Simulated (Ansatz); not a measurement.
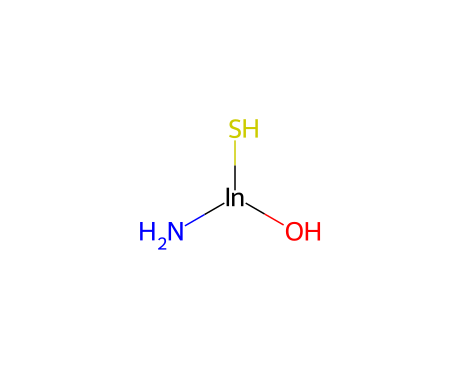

2D structure.

Question: Transcribe the drawing into SMILES.

Answer: [NH2][In]([OH])[SH]

Question: What is the molecular formula?

Answer: H4InNOS.

Question: An optimisation with PBE0-D4/def2-TZVP gave a structure of which point group?

Answer: C1.

The parts below concern this one geometry. Atoms keep their numbers from picture to picture. Computed geometry: PBE0-D4/def2-TZVP optimisation.

Electronic properties

Level of theory: RKS revPBE-D4/def2-TZVPP, core potentials on In (Ansatz 0.2.0).

Question: Estimate the HOMO energy (Kohn–Sham orbital).

Answer: −6.00 eV.

Question: What is the dispersion correction?

Answer: −36.5 kJ/mol.

Question: What is the HOMO–LUMO gap?

Answer: 3.88 eV.

Vibrations

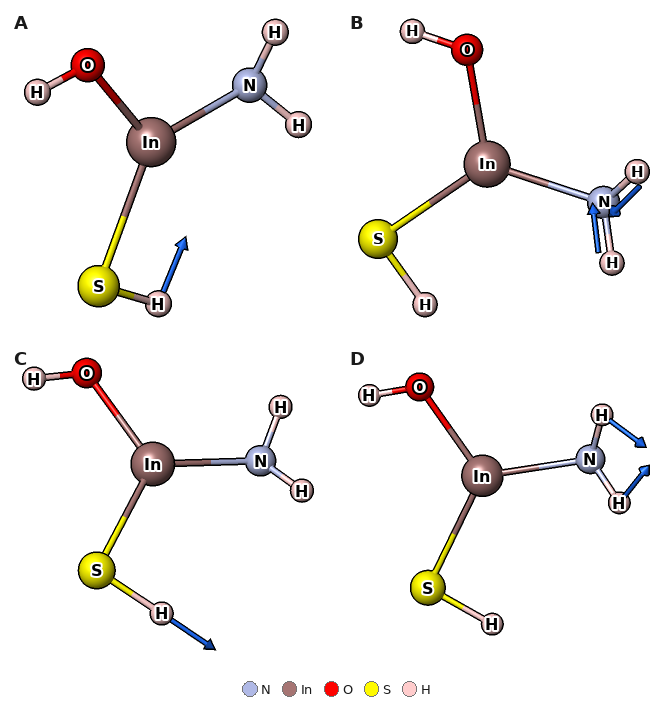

4 normal modes of one molecule or complex, as arrows. Harmonic vibrations computed with RKS PBE0-D4/def2-TZVP, core potentials on In (Ansatz 0.2.0) at a stationary point of the same level.

Question: Match the panels to the wavenumbers 663 cm⁻¹, 1553 cm⁻¹, 2712 cm⁻¹, 3561 cm⁻¹.

Answer: A: 663 cm⁻¹, H–S–In bending
B: 3561 cm⁻¹, in-phase stretching of 2 N–H bonds
C: 2712 cm⁻¹, S–H stretching
D: 1553 cm⁻¹, H–N–H bending

Dipole moment

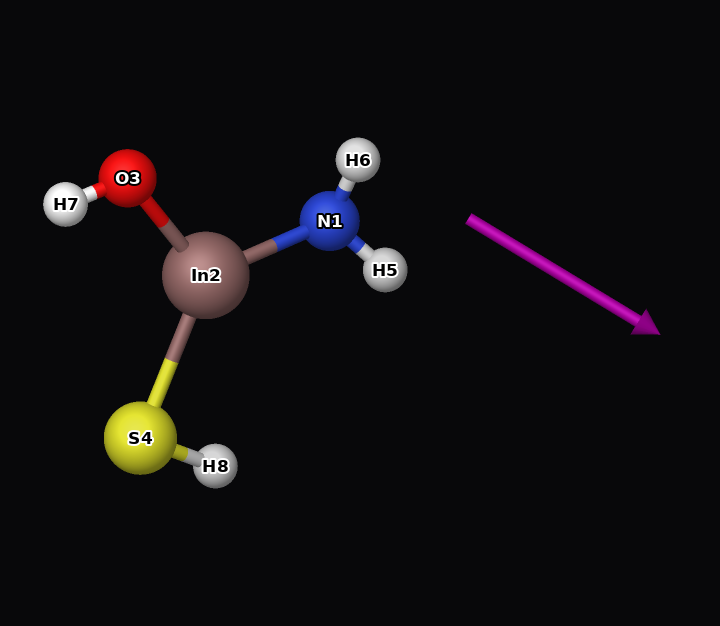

The arrow beside the molecule shows the direction of the dipole moment, from the negative to the positive end (its length means nothing). Properties computed with RKS PBE0-D4/def2-TZVP, core potentials on In (Ansatz 0.2.0).

Question: Estimate the dipole moment.

Answer: 1.75 D; it points from the side of H7 to the side of H5 (the outermost atoms at the two ends).
